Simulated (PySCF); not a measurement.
# C4ClF7O (Perfluorobutyryl Chloride): the cost of one run

Programs: PySCF 2.14.0, with density-fitted response routines of our own. Each step states its level of theory. These are calculated values for one molecule, in the gas phase or a continuum, unless marked as measured. Atoms count from 0, in the outputs and in this text.

**1. The starting structure**

13 atoms, charge 0, multiplicity 1; geometry from: GFN2-xTB.

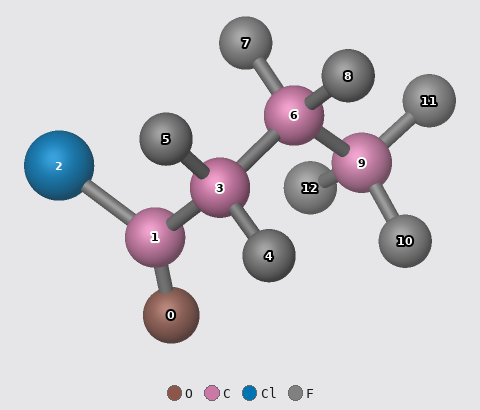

As it starts; oxygen brown, carbon pink, chlorine blue, fluorine grey, atoms numbered.

**2. Geometry optimisation at PBE0-D3(BJ)/def2-SVP**

What the job is given:

```
{"job": {"xc": "PBE0", "basis": "def2-SVP", "d3": "d3bj", "grid": 1, "kind": "geom"}, "charge": 0, "multiplicity": 1}
O      1.261418     1.782889    -1.098103
C      1.494677     0.733563    -0.607658
Cl     2.590223    -0.430692    -1.238835
C      0.826384     0.241112     0.709534
F      0.409587     1.304359     1.420880
F      1.708714    -0.421544     1.479020
C     -0.394734    -0.696968     0.448675
F      0.026652    -1.813502    -0.176586
F     -0.932124    -1.076578     1.618351
C     -1.502196    -0.046530    -0.433644
F     -1.883928     1.132709     0.032797
F     -2.566387    -0.833336    -0.497368
F     -1.042675     0.125005    -1.674793
```

Run with:

```bash
> OMP_NUM_THREADS=1 python probes_run.py task.json out
```

One launch serves the whole session: the jobs run in the order shown.

**Question.** How long does this first job take on 1 thread of Arm Neoverse V2, shared host, and how much memory does it need?

About 5.7 min, with a peak of 1 GiB.
